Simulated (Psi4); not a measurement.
# CH5AlN− (SMILES C=[N][AlH3-]): DSD-PBEP86/def2-SVPD

Aim: the vertical singlet–triplet gap of CH5AlN− at DSD-PBEP86/def2-SVPD, from 2 runs. 

The calculation is run with Psi4 1.11.

2 further runs of the same task are left out: 2 set aside as unsound or not needed.

### Step 1. Starting point

CH5AlN− has 8 atoms, charge -1, and is taken as a singlet. As SMILES, `C=[N][AlH3-]`. The shape comes from GFN2-xTB, which is rough for such elements, and wasn't checked as a minimum.

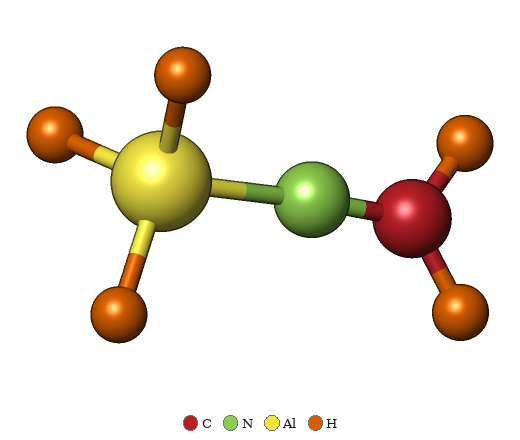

Viewed from a chosen angle; carbon red, nitrogen green, aluminium yellow, hydrogen orange.

### Step 2. The energy at DSD-PBEP86/def2-SVPD

Contents of calc.in:

```
memory 1600 MB

molecule {
  -1 1
  C     -0.801790     0.941220    -1.205740
  N     -0.209220     0.303130    -0.333330
  Al     0.624430    -0.733290     0.935160
  H     -1.404700     0.478220    -2.018860
  H     -0.795360     2.052650    -1.271550
  H      0.009940    -0.330160     2.376980
  H      0.368550    -2.304300     0.642130
  H      2.208160    -0.407470     0.875200
  units angstrom
  symmetry c1
}

set {
  basis def2-SVPD
  reference rks
  puream true
  e_convergence 1e-09
  d_convergence 1e-08
  scf_type pk
  dft_radial_points 99
  dft_spherical_points 590
  num_frozen_docc 7
}

E, wfn = energy('dsd-pbep86', return_wfn=True)
```

On the command line:

```console
$ psi4 -n 1 calc.in calc.out
```

calc.out:

```text
[...]
  Running in c1 symmetry.
[...]
  Nuclear repulsion =   91.305207594408444
[...]
  Multiplicity = 1
[...]
  Nalpha       = 16
  Nbeta        = 16
[...]
    Number of basis functions: 104
[...]
   @RKS iter   1:  -337.30437710843796   -8.50739e-01   5.08504e-03 ADIIS/DIIS
[...]
   @RKS iter  11:  -337.46401108016386   -9.66338e-13   2.58702e-09 DIIS
[...]
    Orbital Energies [Eh]
    ---------------------
    Doubly Occupied:
       1A    -57.365870     2A    -14.916010     3A    -10.746347
       4A     -4.386279     5A     -2.784780     6A     -2.783807
       7A     -2.783313     8A     -0.891262     9A     -0.561980
      10A     -0.403793    11A     -0.399118    12A     -0.257938
      13A     -0.246856    14A     -0.175063    15A     -0.159689
      16A     -0.111834
[...]
  @RKS Final Energy:  -337.46401108016386
   => Energetics <=
    Nuclear Repulsion Energy =             91.3052075944084436
    One-Electron Energy =                -652.9018057779753690
    Two-Electron Energy =                 233.5198358264680394
    DFT Exchange-Correlation Energy =      -9.3872487230649231
    Empirical Dispersion Energy =           0.0000000000000000
    VV10 Nonlocal Energy =                  0.0000000000000000
    Total Energy =                       -337.4640110801638571
[...]
 Multipole Moments:
 ------------------------------------------------------------------------------------
     Multipole            Electronic (a.u.)      Nuclear  (a.u.)        Total (a.u.)
 ------------------------------------------------------------------------------------
 L = 1.  Multiply by 2.5417464519 to convert [e a0] to [Debye]
 Dipole X            :         -0.3830301           -0.5195339           -0.9025641
 Dipole Y            :          0.5550600            0.5083549            1.0634149
 Dipole Z            :         -0.6230750           -0.7342722           -1.3573472
 Magnitude           :                                                    1.9462437
[...]
```

Wall time 31 s (1 thread of Intel Xeon Platinum 8259CL at 2.50GHz (Skylake/Cascade Lake), shared host); peak memory 0.69 GiB.

### Step 3. The triplet

Contents of run_ase.py:

```python
import numpy as np
from ase.calculators.psi4 import Psi4
from ase import Atoms

a = Atoms(['C', 'N', 'Al', 'H', 'H', 'H', 'H', 'H'], positions=[
    [-0.801790, 0.941220, -1.205740],
    [-0.209220, 0.303130, -0.333330],
    [0.624430, -0.733290, 0.935160],
    [-1.404700, 0.478220, -2.018860],
    [-0.795360, 2.052650, -1.271550],
    [0.009940, -0.330160, 2.376980],
    [0.368550, -2.304300, 0.642130],
    [2.208160, -0.407470, 0.875200],
])
calc = Psi4(atoms=a, method='dsd-pbep86', basis='def2-SVPD', memory='1600MB', num_threads=1, charge=-1, multiplicity=3, label='psi4-calc', reference='uks')
calc.psi4.set_options({'puream': True, 'e_convergence': 1e-09, 'd_convergence': 1e-08, 'scf_type': 'pk', 'dft_radial_points': 99, 'dft_spherical_points': 590, 'num_frozen_docc': 7, 'maxiter': 200})
a.calc = calc

print(f'energy: {a.get_potential_energy():.6f} eV')
```

On the command line:

```console
$ python run_ase.py
```

psi4-calc.dat:

```text
[...]
  Running in c1 symmetry.
[...]
  Nuclear repulsion =   91.305207594408444
[...]
  Multiplicity = 3
[...]
  Nalpha       = 17
  Nbeta        = 15
[...]
    Number of basis functions: 104
[...]
   @UKS iter   1:  -337.17425589860636   -7.20618e-01   5.08757e-03 ADIIS/DIIS
[...]
   @UKS iter  14:  -337.38674293340631   -1.38698e-11   6.80080e-09 DIIS
[...]
   @S^2 Observed:                2.016494906E+00
[...]
    Orbital Energies [Eh]
    ---------------------
    Alpha Occupied:
       1A    -57.377534     2A    -14.962323     3A    -10.696593
       4A     -4.398373     5A     -2.796715     6A     -2.795808
       7A     -2.795532     8A     -0.946709     9A     -0.587999
      10A     -0.429425    11A     -0.422617    12A     -0.330385
      13A     -0.275956    14A     -0.221777    15A     -0.172147
      16A     -0.164416    17A     -0.017462
    Alpha Virtual:
      18A      0.178335    19A      0.216946    20A      0.245609
      21A      0.259743    22A      0.259942    23A      0.275757
      24A      0.291239    25A      0.323341    26A      0.329570
[...]
  @UKS Final Energy:  -337.38674293340631
   => Energetics <=
    Nuclear Repulsion Energy =             91.3052075944084436
    One-Electron Energy =                -652.5869184791166617
    Two-Electron Energy =                 233.2874678461368205
    DFT Exchange-Correlation Energy =      -9.3924998948348595
    Empirical Dispersion Energy =           0.0000000000000000
    VV10 Nonlocal Energy =                  0.0000000000000000
    Total Energy =                       -337.3867429334063104
[...]
 Multipole Moments:
 ------------------------------------------------------------------------------------
     Multipole            Electronic (a.u.)      Nuclear  (a.u.)        Total (a.u.)
 ------------------------------------------------------------------------------------
 L = 1.  Multiply by 2.5417464519 to convert [e a0] to [Debye]
 Dipole X            :         -0.0940583           -0.5195339           -0.6135923
 Dipole Y            :          0.1612060            0.5083549            0.6695609
 Dipole Z            :         -0.1962338           -0.7342722           -0.9305060
 Magnitude           :                                                    1.3002495
[...]
```

On the terminal:

```text
Memory set to   1.490 GiB by Python driver.
  Threads set to 1 by Python driver.

  Memory set to   1.490 GiB by Python driver.
  Threads set to 1 by Python driver.
energy: -9186.187348 eV
```

Wall time 55 s (1 thread of Intel Xeon Platinum 8259CL at 2.50GHz (Skylake/Cascade Lake), shared host); peak memory 0.7 GiB.

### Step 4. Results

At DSD-PBEP86/def2-SVPD, 7 core orbitals frozen:

| quantity | value |
| --- | --- |
| singlet: total energy | -337.68435 Eh |
| singlet: HOMO energy (SCF part's orbitals) | -3.04 eV |
| singlet: LUMO energy (SCF part's orbitals) | 4.95 eV |
| singlet: HOMO–LUMO gap (to an unbound level, set by the basis) | 7.99 eV |
| triplet: total energy | -337.58616 Eh |
| triplet: HOMO energy (SCF part's orbitals) (highest over α and β) | -0.48 eV |
| triplet: LUMO energy (SCF part's orbitals) (lowest over α and β) | 4.82 eV |
| triplet: ⟨S²⟩ | 2.016 |
| vertical energy of the triplet above the singlet | 2.672 eV |

At this shape the triplet lies 2.67 eV (258 kJ/mol) above the singlet.
